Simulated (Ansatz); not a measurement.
The starting structures come from a database of crystals and need not be the phases stable at ambient conditions.

 Where the default PAW files enter, the runs use the earlier of Ansatz's two default sets.

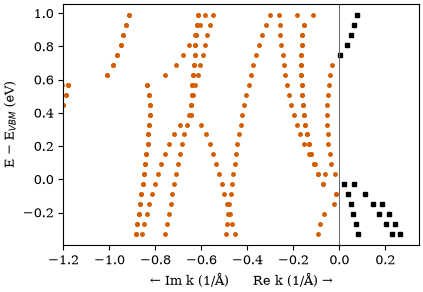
Figure. Complex bands at the centre of the two-dimensional zone; r2SCAN (Ansatz, a program for electronic structure)

The gap is the functional's own, uncorrected, and κ follows it; spin-orbit coupling is left out. Mid-gap values are interpolated between the computed energies.

Q: This is Ca(CdAs)₂ (P-3m1, not sure to be the ambient phase, 5 atoms a cell, 24.3 Å³ an atom) along the normal of (100). Read off the slowest decay at the centre of the two-dimensional zone at 0.39 eV, the computed energy nearest the middle of the gap.

A: κ ≈ 0.05 1/Å, a decay length 1/(2κ) of the density of 9.3 Å.
